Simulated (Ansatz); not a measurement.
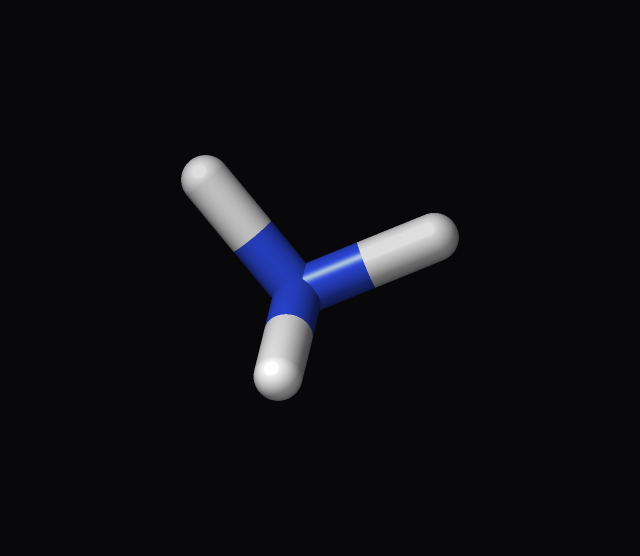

Every bond is drawn as one stick, whatever its order. Colours: hydrogen white, nitrogen blue.

The computed structure is the end point of a PBE0-D4/def2-TZVP optimisation.

> What is the molecular formula?

NH₃, 4 atoms: 1 nitrogen and 3 hydrogen.

> How many bonds of each kind are drawn?

3 N–H. Sticks follow a distance rule.

> How many atoms are distinct by symmetry?

2: 3 H, 1 N.

The parts below concern this one geometry. Atoms keep their numbers from picture to picture.

**Electronic properties**

Method: RKS PBE0-D4/def2-TZVPP (Ansatz 0.2.0).

> What is the HOMO energy (Kohn–Sham orbital)?

−7.58 eV.

> What is the LUMO energy (Kohn–Sham orbital)?

1.03 eV.

**Vibrations**

Harmonic vibrations computed with RKS PBE0-D4/def2-TZVP (Ansatz 0.2.0) at a stationary point of the same level.

> How many vibrational modes are there, and where do they lie?

6 modes: 1031, 1669, 1670, 3503, 3632, 3632 cm⁻¹.

**Thermal motion**

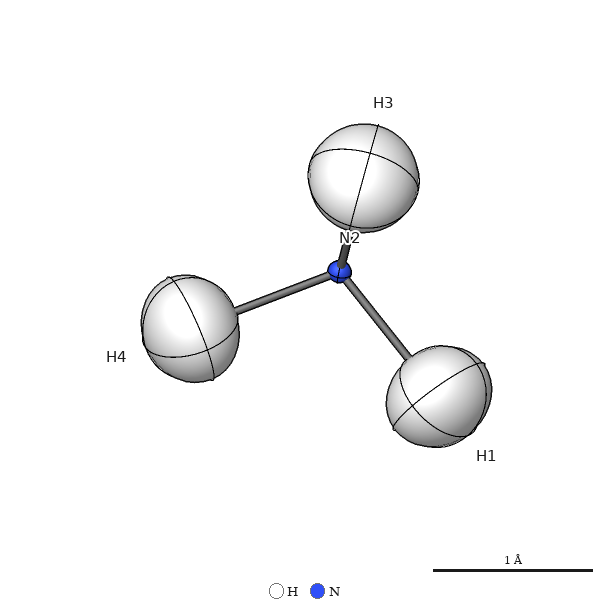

Displacement ellipsoids at the 50 % level, enlarged 3 times, from the internal vibrations of the free molecule (harmonic, no overall translation or rotation; no half-axis is drawn under 0.075 Å). Vibrations computed with RKS PBE0-D4/def2-TZVP (Ansatz 0.2.0). Temperature: 600 K.

> Which atom moves most?

H1, H3, H4, with U_eq = 0.0054 Å².

List U_eq and the three principal root-mean-square amplitudes for each kind of atom.

| atom | U_eq (Å²) | rms amplitudes (Å) |
| --- | --- | --- |
| H1, H3, H4 | 0.0054 | 0.066, 0.076, 0.079 |
| N2 | 0.00012 | 0.008, 0.008, 0.015 |
